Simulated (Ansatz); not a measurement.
**H₆NOSi (SMILES [NH3+][SiH2]O) (charge +1): density, localisation and related maps**

Input

```
crystal:
  periodic: [false, false, false]
  atoms:
    - {symbol: "N", position_ang: [-2.096205, -0.466861, 1.938400]}
    - {symbol: O, position_ang: [-1.528045, -0.872677, -0.573509]}
    - {symbol: Si, position_ang: [-0.668532, -0.993462, 0.801468]}
    - {symbol: H, position_ang: [-1.857301, -0.441939, 2.936790]}
    - {symbol: H, position_ang: [-2.897851, -1.101645, 1.832741]}
    - {symbol: H, position_ang: [-2.437624, 0.468642, 1.683418]}
    - {symbol: H, position_ang: [-0.345271, -2.353786, 1.276273]}
    - {symbol: H, position_ang: [0.356251, 0.040663, 1.048095]}
    - {symbol: H, position_ang: [-1.212291, -1.050432, -1.469327]}
basis:
  gaussian:
    orbitals: def2-TZVPD
total_charge: 1
hamiltonian:
  xc: pbe0
output: {forces: true, orbitals: {seedname: orbitals}}
```

Run with:

```sh
ansatz run input.yaml --threads 1 --pin off --max-ram 2610MiB --events-out events.jsonl --progress --plain --runs-dir runs
```

Geometry: PBE0-D3(BJ)/pcseg-1.

Method: isolated molecule in a Gaussian basis; Kohn-Sham density functional theory, functional PBE0 (Ansatz 0.2.0).

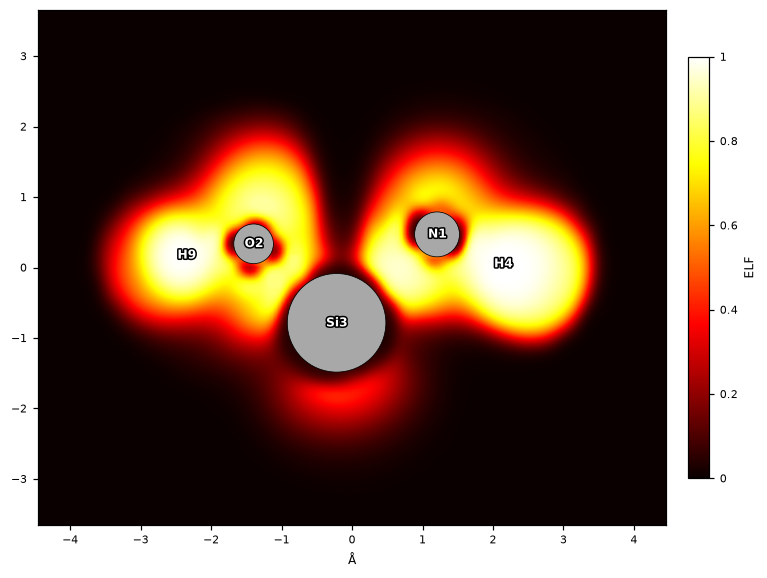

Figure 1. ELF on the plane of atoms N1, Si3 and O2. Grey discs cover the atomic cores.

**Read the bonding off the picture.**

The plane passes through N, O, Si and H nuclei.
Si–O (1.63 Å): the ELF peaks at about 0.85 between the atoms, as expected for a polar covalent bond.
Si–N (1.90 Å): the ELF peaks at about 0.95 between the atoms, as expected for a shared but strongly polarised pair.
O–H (0.97 Å): the ELF climbs to about 1 towards the hydrogen, as it does in any bond to H: an ordinary covalent bond to hydrogen.
N–H (1.03 Å): the ELF climbs to about 1 towards the hydrogen; an ordinary covalent bond to hydrogen.
The ELF also peaks beside O2, away from the bonds: lone-pair regions.

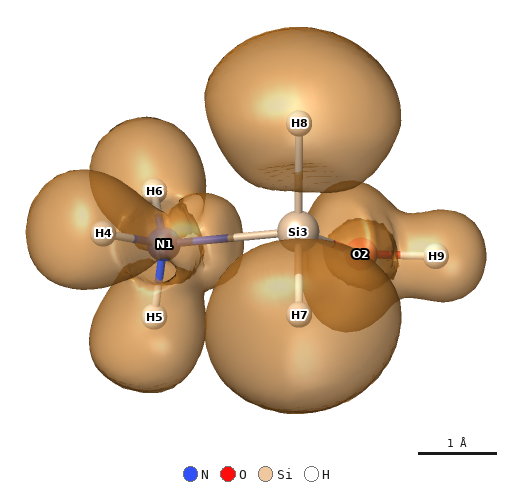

Figure 2. Isosurface of the ELF at 0.75 (orange), seen from one side. Only the valence region is drawn (cores and ρ < 0.01 e/Å³ removed).

**Where are the electrons localised?**

The surface consists of two regions around hydrogen nuclei, one joined region spread over several atoms (H, N), in which their bonds and any lone pairs are merged and one joined region spread over several atoms (H, O), in which their bonds and any lone pairs are merged.

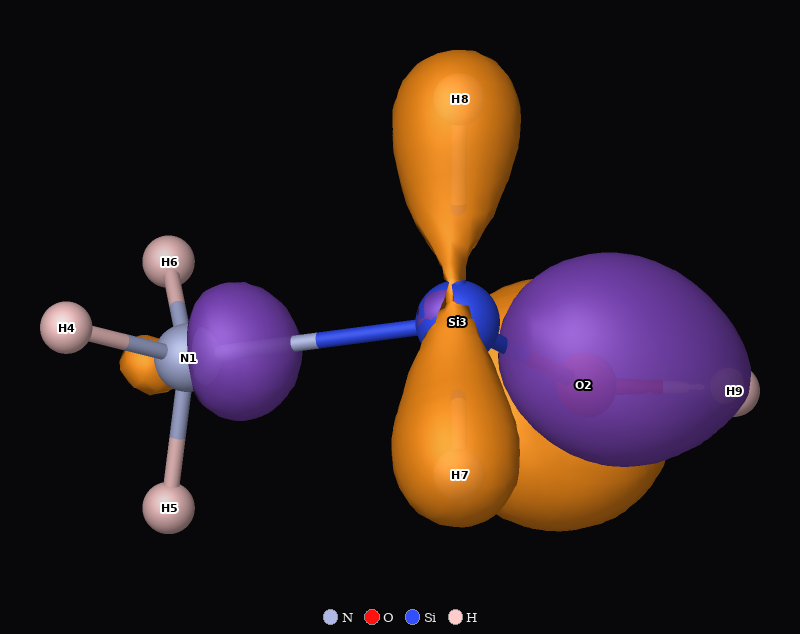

Figure 3. The HOMO−1 at ±0.2 Å⁻³ᐟ² (orange and purple are the two phases), seen from one side.

**Describe this orbital and give its energy.**

Its weight (Hirshfeld) is mainly on O2 (about 60 %) and Si3 (about 15 %). Its energy is −15.40 eV.

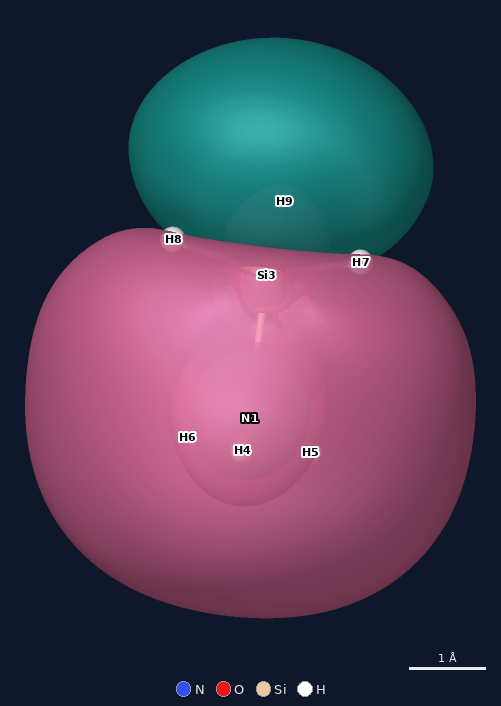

Figure 4. One frontier orbital at ±0.04 Å⁻³ᐟ² (teal and pink are the two phases), seen at an oblique angle.

**Which orbital is it: HOMO or LUMO?**

The LUMO, at −5.45 eV. Its weight (Hirshfeld) is mainly on Si3 (about 45 %), N1 (about 10 %), H4 (about 10 %), H5 (about 10 %), H6 (about 10 %), H7 (about 5 %) and H8 (about 5 %).
